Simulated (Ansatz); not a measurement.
# TiN₄H₈: vertical ionisation energy

Aim: the vertical ionisation energy of TiN₄H₈, as cation minus neutral at the neutral's geometry, on several levels, and how well −ε(HOMO) stands in for it.

Method: unrestricted cation, the program's frozen cores in correlated methods; program: Ansatz 0.2.0, Gaussian basis.

Plan: UKS PBE-D4/def2-TZVPP; UKS r2SCAN-D4/def2-TZVPP; UKS PBE0-D4/def2-TZVPP; UKS B3LYP-D4/def2-TZVPP; UKS wB97X-V/def2-TZVPP; UKS wB97M-V/def2-TZVPP; UKS B2PLYP/def2-TZVPP; UHF-CCSD(T)/def2-TZVPP; UHF-MP2/def2-QZVPP; extrapolation to the limit; then −ε(HOMO) from the neutral's earlier runs with LDA (SPW92), PBE-D4, revPBE-D4, BLYP-D4, r2SCAN-D4, B97M-V, PBE0-D4, B3LYP-D4, r2SCANh-D4, r2SCAN0-D4, HSE06-D4, BHLYP-D4, CAM-B3LYP-D4, LC-ωPBE, ωB97X-V, ωB97M-V.

## (1) The geometry

All runs share one geometry, relaxed beforehand with PBE0-D4 in a triple-zeta def2 set.

SMILES `[NH2][Ti]([NH2])([NH2])[NH2]`, 13 atoms, charge 0, spin multiplicity 1.

Atoms are counted from 1 here; the program's logs count them from 0.

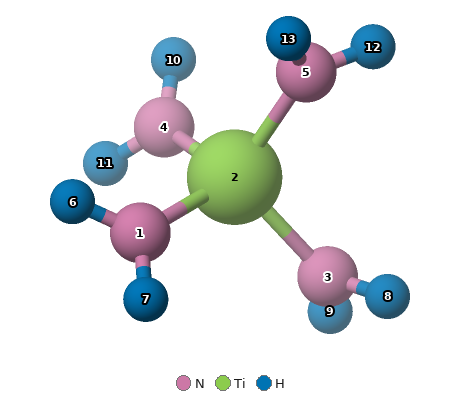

The structure; nitrogen pink, titanium green, hydrogen blue; atoms are numbered from 1 in the order of the file.

Coordinates:

```xyz
13
charge 0, multiplicity 1
N    -1.43244    1.19161    0.31355
Ti    0.00158   -0.00390    0.00048
N    -0.28981   -1.62501    0.93416
N     0.10717   -0.33113   -1.86114
N     1.62130    0.75579    0.61868
H    -1.64516    1.96770   -0.29807
H    -2.14209    1.10740    1.02613
H    -0.07972   -1.73880    1.91630
H    -0.57168   -2.50845    0.53597
H     0.94097   -0.31573   -2.42943
H    -0.70818   -0.45819   -2.44491
H     2.44554    0.20619    0.81944
H     1.77292    1.71761    0.88382
```

## (2) Cation, UKS PBE-D4/def2-TZVPP

in.yaml

```yaml
crystal:
  periodic: [false, false, false]
  atoms:
    - {symbol: N, position_ang: [-1.432443, 1.191610, 0.313555]}
    - {symbol: Ti, position_ang: [0.001584, -0.003896, 0.000483]}
    - {symbol: N, position_ang: [-0.289807, -1.625011, 0.934162]}
    - {symbol: N, position_ang: [0.107167, -0.331133, -1.861136]}
    - {symbol: N, position_ang: [1.621304, 0.755790, 0.618682]}
    - {symbol: H, position_ang: [-1.645158, 1.967700, -0.298066]}
    - {symbol: H, position_ang: [-2.142089, 1.107402, 1.026128]}
    - {symbol: H, position_ang: [-0.079717, -1.738803, 1.916300]}
    - {symbol: H, position_ang: [-0.571685, -2.508445, 0.535965]}
    - {symbol: H, position_ang: [0.940965, -0.315733, -2.429429]}
    - {symbol: H, position_ang: [-0.708184, -0.458189, -2.444911]}
    - {symbol: H, position_ang: [2.445544, 0.206195, 0.819444]}
    - {symbol: H, position_ang: [1.772920, 1.717610, 0.883824]}
basis:
  gaussian: {orbitals: def2-TZVPP}
total_charge: 1
magnetization: {spin_polarized: true, initial_magnetization: 1}
hamiltonian: {xc: pbe, dispersion: d4}
```

Command:

```
> ansatz run in.yaml --threads 2 --pin off --events-out ev --progress --plain --max-ram 22528MiB --backend cuda --devices 0, --max-vram 18GiB
```

Further steps of the session: Cation, UKS r2SCAN-D4/def2-TZVPP; Cation, UKS PBE0-D4/def2-TZVPP; Cation, UKS B3LYP-D4/def2-TZVPP; Cation, UKS wB97X-V/def2-TZVPP; Cation, UKS wB97M-V/def2-TZVPP; Cation, UKS B2PLYP (frozen core)/def2-TZVPP; Cation, UHF-CCSD(T)/def2-TZVPP; Cation, UHF-MP2/def2-QZVPP.

**Question.** What will the summary of the whole plan be? Wanted: ionisation energy, CCSD(T)/CBS; nearest functional by difference; nearest −ε(HOMO); −ε(HOMO) of PBE; T1 of the cation.

**Answer**, as computed:

```
                        quantity               value
  ionisation energy, CCSD(T)/CBS             9.11 eV
nearest functional by difference  ωB97X-V (-0.12 eV)
                nearest −ε(HOMO)  ωB97M-V (+0.10 eV)
                 −ε(HOMO) of PBE             5.46 eV
                T1 of the cation               0.041
```

**Reading.** By cation minus neutral, the functionals miss by 0.94 eV at most. The PBE orbital energy is 3.6 eV too small: a semilocal HOMO is no ionisation energy. Among orbital estimates ωB97M-V comes nearest. Hartree-Fock falls 1.36 eV short, as the neutral has more correlation energy than the cation. The cation's T1 (from the report) is 0.041, near the customary mark of 0.045 for open shells, so the coupled-cluster value is less safe. Correlated methods include outer-core shells of Ti, which these sets cover unevenly.
